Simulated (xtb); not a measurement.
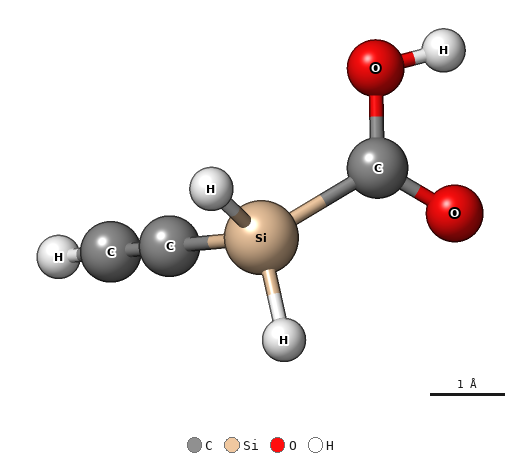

The structure as given in the input (ball-and-stick view, seen at a tilt). Bond lengths as drawn: C–C 1.20 Å, C–H 1.07 Å, C–O 1.22 to 1.36 Å, C–Si 1.88 to 1.89 Å, H–O 0.98 Å and H–Si 1.49 Å.

## Molecular dynamics of C₃H₄O₂Si

- system: C₃H₄O₂Si
- method: GFN-FF (xtb 6.7.1)

The run did not end well. The dynamics carries a metadynamics bias. The geometry comes from this level: RDKit embedding + MMFF94.

Input file
```python
import subprocess
from rdkit import Chem
from rdkit.Chem import AllChem

mol = Chem.AddHs(Chem.MolFromSmiles("C#C[SiH2]C(=O)O"))
AllChem.EmbedMolecule(mol, randomSeed=771)
AllChem.MMFFOptimizeMolecule(mol)
Chem.MolToXYZFile(mol, "mol.xyz")
run = subprocess.run(["xtb", "mol.xyz", "--metadyn", "100", "-I", "detailed.inp", "--gfnff", "-P", "1"], capture_output=True, text=True)
print(run.stdout)
```

File detailed.inp
```
$md
   temp=400
   time=0.5
   step=4
   dump=20
   hmass=4
   shake=1
$metadyn
   kpush=0.1
   alp=0.3
$wall
   potential=logfermi
   sphere: 8.9, all
$end
```

File mol.xyz
```
10

C      0.203688    2.723328   -0.629341
C     -0.234497    1.623696   -0.425075
Si    -0.928491   -0.098767   -0.104727
C      0.405147   -1.440472   -0.085937
O      0.493543   -2.216757   -1.027154
O      1.256665   -1.546290    0.964666
H      0.591778    3.699697   -0.811011
H     -1.656399   -0.068723    1.197055
H     -1.975181   -0.377732   -1.129760
H      1.843746   -2.297981    0.733681
```

Machine: 1 thread of Arm Neoverse V1, 24 GiB of memory available, shared host.

Launched with:
```bash
python calc.py
```

Log
```
* xtb version 6.7.1
   ID    Z sym.   atoms
    1    6 C      1, 2, 4
    2   14 Si     3
    3    8 O      5, 6
    4    1 H      7-10
spherical wallpotential with radius    4.7096776 Å

           -------------------------------------------------
          |                Calculation Setup                |
           -------------------------------------------------

          program call               : xtb mol.xyz --metadyn 100 -I detailed.inp --gfnff -P 1
          coordinate file            : mol.xyz
          omp threads                :                     1

          ==================== Thresholds ====================
          CN  :   150.00000
          rep :   500.00000
          disp:  2500.00000
          HB1 :   250.00000
          HB2 :   450.00000

          Pauling EN used:
          Z : 1  EN :  2.20
          Z : 6  EN :  2.55
          Z : 8  EN :  3.44
          Z :14  EN :  1.90
          electric field strengths (au): 0.000

           -------------------------------------------------
          |           Force Field Initialization            |
           -------------------------------------------------

          distances ...
          ----------------------------------------
          generating topology and atomic info file ...
          pair mat ...
          computing topology distances matrix with Floyd-Warshall algo ...
          making topology EEQ charges ...
          #fragments for EEQ constrain: 1
          ----------------------------------------
          generating topology and atomic info file ...
          pair mat ...
          computing topology distances matrix with Floyd-Warshall algo ...
          making topology EEQ charges ...
          #fragments for EEQ constrain: 1
          rings ...
          # BATM   40
          # H in HB   4

  atom   neighbors  erfCN metchar sp-hybrid imet pi  qest     coordinates
    1  C       2    1.92   0.00         1    0    1  -0.020    0.384915    5.146344   -1.189282
    2  C       2    1.91   0.00         1    0    1  -0.009   -0.443135    3.068341   -0.803275
    3  Si      4    3.45   0.05         3    0    0   0.139   -1.754594   -0.186643   -0.197905
    4  C       3    2.78   0.00         2    0    1   0.216    0.765617   -2.722098   -0.162397
    5  O       1    0.99   0.00         2    0    1  -0.363    0.932661   -4.189064   -1.941040
    6  O       2    1.92   0.00         3    0    1  -0.408    2.374753   -2.922065    1.822955
    7  H       1    0.98   0.00         0    0    0   0.086    1.118298    6.991414   -1.532589
    8  H       1    0.95   0.01         0    0    0   0.048   -3.130140   -0.129868    2.262106
    9  H       1    0.95   0.01         0    0    0   0.048   -3.732551   -0.713810   -2.134937
   10  H       1    0.97   0.01         0    0    0   0.264    3.484175   -4.342555    1.386456

          #atoms :   10
          #bonds :   9
          #angl  :   12
          #tors  :   9
          #nmol  :   1
          #optfrag :   1
           -------------------------------------------------
          |                   G F N - F F                   |
          |          A general generic force-field          |
          |                  Version 1.0.3                  |
           -------------------------------------------------
          Number of HB bonds (bound hydrogen)     27
          Number of HB bonds (unbound hydrogen)   13
          Number of XB bonds                      0

 E+G (total)                   0 d,  0 h,  0 min,  0.000 sec
 distance/D3 list               ...        0 min,  0.000 sec (  0.676%)
 non bonded repulsion           ...        0 min,  0.000 sec (  5.807%)
 dCN                            ...        0 min,  0.000 sec (  7.115%)
 EEQ energy and q               ...        0 min,  0.000 sec ( 11.371%)
 D3                             ...        0 min,  0.000 sec (  8.314%)
 EEQ gradient                   ...        0 min,  0.000 sec (  2.305%)
 bonds                          ...        0 min,  0.000 sec (  6.360%)
 bend and torsion               ...        0 min,  0.000 sec ( 16.257%)
 bonded ATM                     ...        0 min,  0.000 sec (  2.633%)
 HB/XB (incl list setup)        ...        0 min,  0.000 sec ( 32.965%)

         :::::::::::::::::::::::::::::::::::::::::::::::::::::
         ::                     SUMMARY                     ::
         :::::::::::::::::::::::::::::::::::::::::::::::::::::
         :: total energy              -1.751080445609 Eh    ::
         :: gradient norm              0.074398633996 Eh/a0 ::
         ::.................................................::
         :: bond energy               -1.725243927131 Eh    ::
         :: angle energy               0.010962046543 Eh    ::
         :: torsion energy             0.000161553767 Eh    ::
         :: repulsion energy           0.100903354722 Eh    ::
         :: electrostat energy        -0.133266857413 Eh    ::
         :: dispersion energy         -0.004480548501 Eh    ::
         :: HB energy                 -0.000000000565 Eh    ::
         :: XB energy                  0.000000000000 Eh    ::
         :: bonded atm energy         -0.000116113090 Eh    ::
         :: external energy            0.000000000000 Eh    ::
         :: add. restraining           0.000000046059 Eh    ::
         :: total charge              -0.000000000000 e     ::
         :::::::::::::::::::::::::::::::::::::::::::::::::::::

           -------------------------------------------------
          |                Property Printout                |
           -------------------------------------------------

molecular dipole:
                 x           y           z       tot (Debye)
 q only:       -0.614       1.318       0.314       3.781

           -------------------------------------------------
          | TOTAL ENERGY               -1.751080445609 Eh   |
          | GRADIENT NORM               0.074398633996 Eh/α |
           -------------------------------------------------
           -------------------------------------------------
          |                  Meta Dynamics                  |
           -------------------------------------------------
 trajectories on xtb.trj or xtb.trj.<n>

 MD time /ps        :    0.50
 dt /fs             :    4.00
 SCC accuracy       :    2.00
 temperature /K     :  400.00
 max steps          :   125
 block length (av.) :  1250
 dumpstep(trj) /fs  :   20.00     5
 dumpstep(coords)/fs: 1000.00   250
 H atoms mass (amu) :     4
 # deg. of freedom  :    30
 SHAKE on. # bonds  :           0  all: F
 Berendsen THERMOSTAT on
 --- metadynamics parameter ---
 kpush  :    0.100
 alpha  :    0.300
 update :     100
         time (ps)    <Epot>      Ekin   <T>   T     Etot
      0    0.00      0.00000   0.0418    0.    0.    -1.70778
   3.4011484707908499        12945.306771181284
 MD is unstable, emergency exit
 but still taking it as converged!
 average properties
 Epot               :  -1.5472091016687286
 Epot (accurate SCC):  -1.6090808978830313
 Ekin               :   7.6611336343854086E-002
 Etot               :  -1.4705977653248745
 T                  :   1612.7979624426935
 normal exit of md()
########################################################################
[WARNING] Runtime exception occurred
-1- gfnff_setup: Could not read topology file.
########################################################################

------------------------------------------------------------------------
------------------------------------------------------------------------
 total:
 *  cpu-time:     0 d,  0 h,  0 min,  0.006 sec
 * ratio c/w:     1.000 speedup
 SCF:
 *  cpu-time:     0 d,  0 h,  0 min,  0.001 sec
 * ratio c/w:     0.998 speedup
 MD:
 *  cpu-time:     0 d,  0 h,  0 min,  0.002 sec
 * ratio c/w:     1.001 speedup
```

Trajectory as extended XYZ (Å, eV, eV/Å), 3 frames, from step=0 to step=2
```
10
Properties=species:S:1:pos:R:3 step=0 time_fs=0.0 energy=-47.60851
C     0.2037    2.7233   -0.6293
C    -0.2345    1.6237   -0.4251
Si   -0.9285   -0.0988   -0.1047
C     0.4052   -1.4405   -0.0859
O     0.4935   -2.2168   -1.0272
O     1.2567   -1.5463    0.9647
H     0.5918    3.6997   -0.8110
H    -1.6564   -0.0687    1.1970
H    -1.9752   -0.3777   -1.1298
H     1.8438   -2.2980    0.7337
10
Properties=species:S:1:pos:R:3 step=1 time_fs=20.0 energy=-46.58565
C     0.1473    2.6420   -0.5767
C    -0.2716    1.6266   -0.4359
Si   -0.8619   -0.0328   -0.0371
C     0.3949   -1.3776   -0.0889
O     0.3777   -2.0862   -1.0568
O     1.2071   -1.5334    0.9119
H     0.4549    3.5027   -1.1075
H    -1.9357   -0.4517    1.0063
H    -1.4440   -0.6796   -1.1949
H     1.6570   -2.4592    0.7667
10
Properties=species:S:1:pos:R:3 step=2 time_fs=40.0 energy=-43.78532
C     0.1153    2.5970   -0.6816
C    -0.2688    1.6903   -0.3624
Si   -0.8614   -0.0482    0.0652
C     0.4190   -1.4210   -0.1021
O     0.2544   -1.9952   -1.1483
O     1.2457   -1.5799    0.9768
H     0.5369    3.6823   -1.3227
H    -1.9876   -0.7065    0.6856
H    -1.1508   -0.6455   -1.2656
H     1.6848   -2.4135    0.8947
```

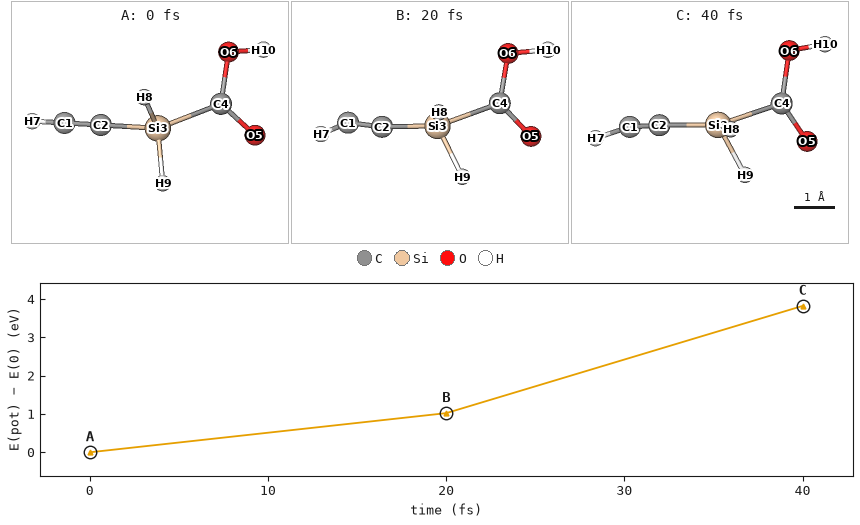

Frames of the molecular dynamics (ball-and-stick, seen at a tilt) above the curves, on which the letters mark them. The trajectory kept here has 3 frames over 40 fs. The potential energy ends 3.823 eV above its first value. After an unweighted best fit of the last frame on the first, the root-mean-square displacement is 0.40 Å, and H9 has moved furthest (0.70 Å).

What the run reported

```json
{"quantity": "outcome", "value": "not converged"}
{"quantity": "trajectory", "value": "3 frames kept, 40 fs"}
{"quantity": "potential energy (a single point apart from the frames shown)", "value": "−1.751080 hartree"}
{"quantity": "dispersion energy (a single point apart from the frames shown)", "value": "−0.004481 hartree"}
{"quantity": "peak memory", "value": "0.079 GiB"}
```

Diagnosis

The run did not converge. Its last values are not results.
